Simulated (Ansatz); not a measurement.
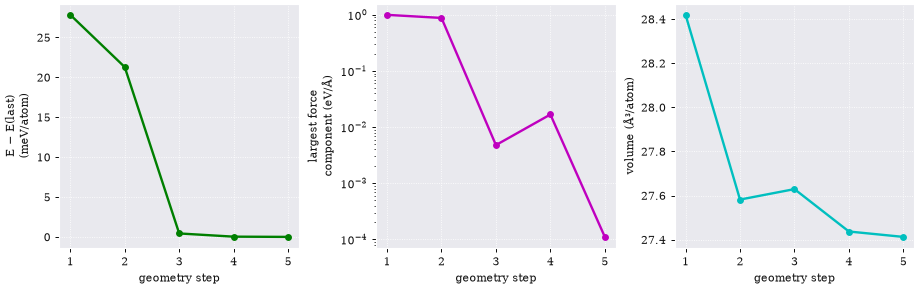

History of a geometry optimisation. Atoms and cell relax. A closing SCF on a freshly chosen basis isn't drawn.

```
crystal:
  lattice:
    - [3.989637, 0.0, 0.0]
    - [-1.994818, 3.455132, 0.0]
    - [0.0, -2.303417, 8.246586]
  atoms:
    - { symbol: Cr, position: [0.5, 0.0, 0.5] }
    - { symbol: I, position: [0.1119, 0.2238, 0.3357] }
    - { symbol: I, position: [0.8881, 0.7762, 0.6643] }
    - { symbol: Au, position: [0.0, 0.0, 0.0] }
  symmetry: { tolerance: 0.0003 }
kpoints:
  mp_grid: { grid: [5, 5, 5], shift: [0, 0, 0] }
magnetization:
  spin_polarized: false
scf:
  occupations: { method: fermi_dirac }
  mixing: { preconditioner: none }
hamiltonian:
  pseudopotentials: { kind: paw }
  xc: r2scan
basis:
  ecutwfc: 500
output:
  forces: true
  stress: true
  eigenvalues: true
relax:
  max_steps: 40
  cell: {}
accuracy: high
```

Run as:
```bash
ansatz run input.yaml --threads 1 --pin off --max-ram 2560MiB --backend cpu --events-out ev --progress --plain --runs-dir out
```

How did the optimisation end?

Answer. The optimisation met its thresholds at geometry 5, counting the start as the first. The energy fell by about 28 meV/atom from the first step to the last. The largest force component goes from about 1 eV/Å at the start to 1.1 × 10⁻⁴ eV/Å at the end.

Was the starting cell too large or too small?

Answer. The volume shrinks from 28.42 to 27.41 Å³ per atom (−3.5 %). The start was expanded.
